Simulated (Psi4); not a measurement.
Single-point calculation, with input and output: C2H4Cl (part 2 of 2)

Continued. System: C2H4Cl, multiplicity 2. Method: MP2/CBS, UHF (Psi4 1.11). The geometry comes from this level: GFN2-xTB.

Geometry of the input (Å):
```
C  -0.5338  0.3950  -0.1163
C  0.5027  -0.6353  0.0862
Cl 1.7666  -0.3434  1.1804
H  -1.4092  -0.0531  -0.5820
H  -0.1872  1.2056  -0.7701
H  -0.8208  0.8470  0.8321
H  0.6817  -1.4158  -0.6305
```

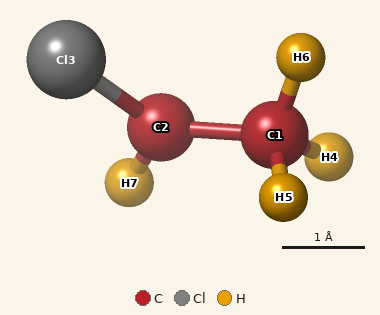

Fig. 1: The structure (ball-and-stick view, seen at a tilt; atoms are numbered from 1 in the order of the input).

What the program printed, continued:
```
	 --------------------------------------------------------

	 --------------------------------------------------------
	                 NBF =   150, NAUX =   404
	 --------------------------------------------------------
	   CLASS    FOCC     OCC    AOCC    AVIR     VIR    FVIR
	   ALPHA       0      17      17     133     133       0
	    BETA       0      16      16     134     134       0
	 --------------------------------------------------------

	-----------------------------------------------------------
	 ==================> DF-MP2 Energies <====================
	-----------------------------------------------------------
	 Reference Energy          =    -537.5693965248570976 [Eh]
	 Singles Energy            =      -0.0000000000000000 [Eh]
	 Same-Spin Energy          =      -0.1346403002611747 [Eh]
	 Opposite-Spin Energy      =      -0.4400247431808416 [Eh]
	 Correlation Energy        =      -0.5746650434420164 [Eh]
	 Total Energy              =    -538.1440615682990938 [Eh]
	-----------------------------------------------------------
	 ================> DF-SCS-MP2 Energies <==================
	-----------------------------------------------------------
	 SCS Same-Spin Scale       =       0.3333333333333333 [-]
	 SCS Opposite-Spin Scale   =       1.2000000000000000 [-]
	 SCS Same-Spin Energy      =      -0.0448801000870582 [Eh]
	 SCS Opposite-Spin Energy  =      -0.5280296918170099 [Eh]
	 SCS Correlation Energy    =      -0.5729097919040681 [Eh]
	 SCS Total Energy          =    -538.1423063167611645 [Eh]
	-----------------------------------------------------------

	total time  =          1 seconds =       0.02 minutes

    Psi4 run time: 0:00:11.94

    -----------------------------------------------------------------------
                               Psi4 1.11 release

    h
    h
    h

    -----------------------------------------------------------------------

    Memory:     1.5 GiB
    Threads:    1
                ecpint, einsums, f̶o̶r̶t̶e̶, gauxc, gcp, g̶d̶m̶a̶, geometric, g̶p̶u̶_̶d̶f̶c̶c̶,
                i̶n̶t̶e̶g̶r̶a̶t̶o̶r̶x̶x̶, i̶p̶i̶, libefp, m̶d̶i̶, m̶p̶2̶d̶, m̶r̶c̶c̶, ooo,
                o̶p̶e̶n̶f̶e̶r̶m̶i̶o̶n̶p̶s̶i̶4̶, pcmsolver, p̶s̶i̶4̶f̶o̶c̶k̶c̶i̶, p̶s̶i̶x̶a̶s̶,
                p̶y̶e̶i̶n̶s̶u̶m̶s̶, r̶e̶s̶p̶, s̶i̶m̶i̶n̶t̶, s̶n̶s̶m̶p̶2̶,
                v̶2̶r̶d̶m̶_̶c̶a̶s̶s̶c̶f̶

   => Loading Basis Set <=

    Name: CC-PVDZ
    Role: ORBITAL
    Keyword: BASIS

         ---------------------------------------------------------
                                   SCF
                              UHF Reference
                        1 Threads,   1525 MiB Core
         ---------------------------------------------------------

  ==> Geometry <==

    Molecular point group: c1
    Full point group: C1

    Geometry (in Bohr), charge = 0, multiplicity = 2:

       Center              X                  Y                   Z               Mass
    ------------   -----------------  -----------------  -----------------  -----------------
         C           -2.798098926841     1.175410031074    -1.412400021969    12.000000000000
         C           -0.839284414236    -0.771518104201    -1.029598200735    12.000000000000
         CL           1.549008154901    -0.219850356396     1.038140125741    34.968852682000
         H           -4.452327382544     0.328737137824    -2.292388786811     1.007825032230
         H           -2.143063159973     2.707259822893    -2.647770681964     1.007825032230
         H           -3.340393633063     2.029641828826     0.379891824461     1.007825032230
         H           -0.500985643257    -2.246487139643    -2.383983812111     1.007825032230

  Running in c1 symmetry.

  Rotational constants: A =      1.44328  B =      0.18741  C =      0.17134 [cm^-1]
  Rotational constants: A =  43268.58836  B =   5618.31105  C =   5136.58292 [MHz]
  Nuclear repulsion =   95.703095258200051

  Charge       = 0
  Multiplicity = 2
  Electrons    = 33
  Nalpha       = 17
  Nbeta        = 16

  ==> Algorithm <==

  SCF Algorithm Type is PK.
  DIIS enabled.
  MOM disabled.
  Fractional occupation disabled.
  Guess Type is SAD.
  Energy threshold   = 1.00e-08
  Density threshold  = 1.00e-08
  Integral threshold = 1.00e-12

  ==> Primary Basis <==

  Basis Set: CC-PVDZ
    Blend: CC-PVDZ
    Number of shells: 32
    Number of basis functions: 66
    Number of Cartesian functions: 69
    Spherical Harmonics?: true
    Max angular momentum: 2

  ==> Integral Setup <==

  Using in-core PK algorithm.
   Calculation information:
      Number of atoms:                   7
      Number of AO shells:              32
      Number of primitives:            114
      Number of atomic orbitals:        69
      Number of basis functions:        66

      Integral cutoff                 1.00e-12
      Number of threads:                 1

  Performing in-core PK
  Using 4890732 doubles for integral storage.
  We computed 139224 shell quartets total.
  Whereas there are 139656 unique shell quartets.

  ==> DiskJK: Disk-Based J/K Matrices <==

    J tasked:                  Yes
    K tasked:                  Yes
    wK tasked:                  No
    Memory [MiB]:             1144
    Schwarz Cutoff:          1E-12

  Minimum eigenvalue in the overlap matrix is 6.3458583491E-03.
  Reciprocal condition number of the overlap matrix is 1.2378816789E-03.
    Using symmetric orthogonalization.

  ==> Pre-Iterations <==

  SCF Guess: Superposition of Atomic Densities via on-the-fly atomic UHF (no occupation information).

   -------------------------
    Irrep   Nso     Nmo
   -------------------------
     A         66      66
   -------------------------
    Total      66      66
   -------------------------

  ==> Iterations <==

                        Total Energy        Delta E     RMS |[F,P]|

   @UHF iter SAD:  -537.09128084936390   -5.37091e+02   0.00000e+00
   @UHF iter   1:  -537.45913786793301   -3.67857e-01   4.42570e-03 DIIS/ADIIS
   @UHF iter   2:  -537.51762823468573   -5.84904e-02   1.79740e-03 DIIS/ADIIS
   @UHF iter   3:  -537.52708269242089   -9.45446e-03   5.90144e-04 DIIS/ADIIS
   @UHF iter   4:  -537.52940077074936   -2.31808e-03   2.08861e-04 DIIS/ADIIS
   @UHF iter   5:  -537.52970064268334   -2.99872e-04   1.02551e-04 DIIS/ADIIS
   @UHF iter   6:  -537.52979205701183   -9.14143e-05   4.09174e-05 DIIS
   @UHF iter   7:  -537.52980547134155   -1.34143e-05   1.57225e-05 DIIS
   @UHF iter   8:  -537.52980763803544   -2.16669e-06   6.25088e-06 DIIS
   @UHF iter   9:  -537.52980804426329   -4.06228e-07   2.03741e-06 DIIS
   @UHF iter  10:  -537.52980808396899   -3.97057e-08   7.24108e-07 DIIS
   @UHF iter  11:  -537.52980808856319   -4.59420e-09   2.47023e-07 DIIS
   @UHF iter  12:  -537.52980808911741   -5.54223e-10   9.59565e-08 DIIS
   @UHF iter  13:  -537.52980808921029   -9.28821e-11   3.44774e-08 DIIS
   @UHF iter  14:  -537.52980808922212   -1.18234e-11   1.27983e-08 DIIS
   @UHF iter  15:  -537.52980808922359   -1.47793e-12   4.62558e-09 DIIS
  Energy and wave function converged.

  ==> Post-Iterations <==

   @Spin Contamination Metric:   1.478346732E-02
   @S^2 Expected:                7.500000000E-01
   @S^2 Observed:                7.647834673E-01
   @S   Expected:                5.000000000E-01
   @S   Observed:                5.000000000E-01

    Orbital Energies [Eh]
    ---------------------

    Alpha Occupied:

       1A   -104.830329     2A    -11.293866     3A    -11.240942
       4A    -10.557884     5A     -8.024495     6A     -8.023601
       7A     -8.021956     8A     -1.168143     9A     -1.010811
      10A     -0.829801    11A     -0.641818    12A     -0.611223
      13A     -0.581941    14A     -0.528396    15A     -0.504828
      16A     -0.442572    17A     -0.340913

    Alpha Virtual:

      18A      0.186518    19A      0.210392    20A      0.233253
      21A      0.259520    22A      0.285598    23A      0.376754
      24A      0.577149    25A      0.604848    26A      0.620633
      27A      0.674781    28A      0.677978    29A      0.716559
      30A      0.734730    31A      0.772196    32A      0.793669
      33A      0.853433    34A      0.872693    35A      0.879168
      36A      0.911716    37A      0.939862    38A      0.959361
      39A      0.977338    40A      1.013926    41A      1.090243
      42A      1.139206    43A      1.222808    44A      1.340444
      45A      1.435748    46A      1.473775    47A      1.535074
      48A      1.636548    49A      1.674128    50A      1.827489
      51A      1.829263    52A      1.870163    53A      1.898186
      54A      1.953074    55A      1.971492    56A      2.056725
      57A      2.144547    58A      2.250950    59A      2.295216
      60A      2.386720    61A      2.488462    62A      2.580889
      63A      2.739257    64A      2.811751    65A      2.848226
      66A      2.943673

    Beta Occupied:

       1A   -104.829914     2A    -11.266718     3A    -11.244104
       4A    -10.557435     5A     -8.026477     6A     -8.021688
       7A     -8.019744     8A     -1.141895     9A     -0.997461
      10A     -0.777548    11A     -0.629501    12A     -0.572794
      13A     -0.565708    14A     -0.523466    15A     -0.463010
      16A     -0.440937

    Beta Virtual:

      17A      0.132508    18A      0.191665    19A      0.223605
      20A      0.242867    21A      0.264630    22A      0.299184
      23A      0.387183    24A      0.582423    25A      0.607387
      26A      0.639301    27A      0.694270    28A      0.729323
      29A      0.740194    30A      0.765365    31A      0.789360
      32A      0.828929    33A      0.859031    34A      0.876431
      35A      0.891156    36A      0.921762    37A      0.959794
      38A      0.976866    39A      0.987786    40A      1.023086
      41A      1.112534    42A      1.167599    43A      1.223794
      44A      1.360195    45A      1.444991    46A      1.481904
      47A      1.563634    48A      1.668980    49A      1.683462
      50A      1.835939    51A      1.841723    52A      1.883791
      53A      1.902904    54A      1.974244    55A      1.983570
      56A      2.078221    57A      2.163057    58A      2.263778
      59A      2.299693    60A      2.394584    61A      2.496602
      62A      2.586288    63A      2.741996    64A      2.815212
      65A      2.850452    66A      2.950868

    Final Occupation by Irrep:
              A
    DOCC [    16 ]
    SOCC [     1 ]
    NA   [    17 ]
    NB   [    16 ]

  @UHF Final Energy:  -537.52980808922359

   => Energetics <=

    Nuclear Repulsion Energy =             95.7030952582000509
    One-Electron Energy =                -929.7338877204455230
    Two-Electron Energy =                 296.5009843730218790
    Total Energy =                       -537.5298080892235930

  UHF NO Occupations:
  HONO-2 :   15  A 1.9986721
  HONO-1 :   16  A 1.9962998
  HONO-0 :   17  A 1.0000000
  LUNO+0 :   18  A 0.0037002
  LUNO+1 :   19  A 0.0013279
  LUNO+2 :   20  A 0.0010048
  LUNO+3 :   21  A 0.0008299

Computation Completed

Properties will be evaluated at   0.000000,   0.000000,   0.000000 [a0]

Properties computed using the SCF density matrix

 Multipole Moments:

 ------------------------------------------------------------------------------------
     Multipole            Electronic (a.u.)      Nuclear  (a.u.)        Total (a.u.)
 ------------------------------------------------------------------------------------

 L = 1.  Multiply by 2.5417464519 to convert [e a0] to [Debye]
 Dipole X            :          5.4369993           -5.9279312           -0.4909319
 Dipole Y            :         -1.4800595            1.5050472            0.0249876
 Dipole Z            :          3.4716133           -3.9478587           -0.4762453
 Magnitude           :                                                    0.6844327

 ------------------------------------------------------------------------------------

	total time  =          1 seconds =       0.02 minutes

  //>>>>>>>>>>>>>>>>>>>>>>>>>>>>>>>>>>>//
  //               DFMP2               //
  //<<<<<<<<<<<<<<<<<<<<<<<<<<<<<<<<<<<//

   => Loading Basis Set <=

    Name: (CC-PVDZ AUX)
    Role: RIFIT
    Keyword: DF_BASIS_MP2

	 --------------------------------------------------------
	                          DF-MP2
	      2nd-Order Density-Fitted Moller-Plesset Theory
	              UMP2 Wavefunction,   1 Threads

	 --------------------------------------------------------

	 --------------------------------------------------------
	                 NBF =    66, NAUX =   244
	 --------------------------------------------------------
	   CLASS    FOCC     OCC    AOCC    AVIR     VIR    FVIR
	   ALPHA       0      17      17      49      49       0
	    BETA       0      16      16      50      50       0
	 --------------------------------------------------------

	-----------------------------------------------------------
	 ==================> DF-MP2 Energies <====================
	-----------------------------------------------------------
	 Reference Energy          =    -537.5298080892235930 [Eh]
	 Singles Energy            =      -0.0000000000000000 [Eh]
	 Same-Spin Energy          =      -0.1010179662300251 [Eh]
	 Opposite-Spin Energy      =      -0.3070560167953272 [Eh]
	 Correlation Energy        =      -0.4080739830253523 [Eh]
	 Total Energy              =    -537.9378820722489536 [Eh]
	-----------------------------------------------------------
	 ================> DF-SCS-MP2 Energies <==================
	-----------------------------------------------------------
	 SCS Same-Spin Scale       =       0.3333333333333333 [-]
	 SCS Opposite-Spin Scale   =       1.2000000000000000 [-]
	 SCS Same-Spin Energy      =      -0.0336726554100084 [Eh]
	 SCS Opposite-Spin Energy  =      -0.3684672201543926 [Eh]
	 SCS Correlation Energy    =      -0.4021398755644010 [Eh]
	 SCS Total Energy          =    -537.9319479647880371 [Eh]
	-----------------------------------------------------------

	total time  =          1 seconds =       0.02 minutes

    Psi4 run time: 0:00:01.66

  //>>>>>>>>>>>>>>>>>>>>>>>>>>>>>>>>>>>//
  //            CBS Results            //
  //<<<<<<<<<<<<<<<<<<<<<<<<<<<<<<<<<<<//

   ==> Components <==

  ---------------------------------------------------------------------------------------------------------
                          Method / Basis                      Rqd      Energy [Eh]   Variable
  ---------------------------------------------------------------------------------------------------------
                              hf / cc-pvdz                     *     -537.52980809   HF TOTAL ENERGY
                             mp2 / cc-pvdz                     *     -537.93788207   MP2 TOTAL ENERGY
                              hf / cc-pvtz                     *     -537.56939652   HF TOTAL ENERGY
                             mp2 / cc-pvtz                     *     -538.14406157   MP2 TOTAL ENERGY
  ---------------------------------------------------------------------------------------------------------

   ==> Stages <==

  ---------------------------------------------------------------------------------------------------------
      Stage               Method / Basis                       Wt      Energy [Eh]   Scheme
  ---------------------------------------------------------------------------------------------------------
        scf                   hf / cc-pvtz                      1    -537.56939652   xtpl_highest_1
       corl                  mp2 / cc-pv[dt]z                   1    -538.23087399   corl_xtpl_helgaker_2
       corl                   hf / cc-pv[dt]z                  -1    -537.58606534   corl_xtpl_helgaker_2
  ---------------------------------------------------------------------------------------------------------

   ==> CBS <==

  ---------------------------------------------------------------------------------------------------------
      Stage               Method / Basis                               Energy [Eh]   Scheme
  ---------------------------------------------------------------------------------------------------------
        scf                   hf / cc-pvtz                           -537.56939652   xtpl_highest_1
       corl                  mp2 / cc-pv[dt]z                          -0.64480865   corl_xtpl_helgaker_2
      total                  CBS                                     -538.21420517
  ---------------------------------------------------------------------------------------------------------

    Psi4 run time: 0:00:15.29
```
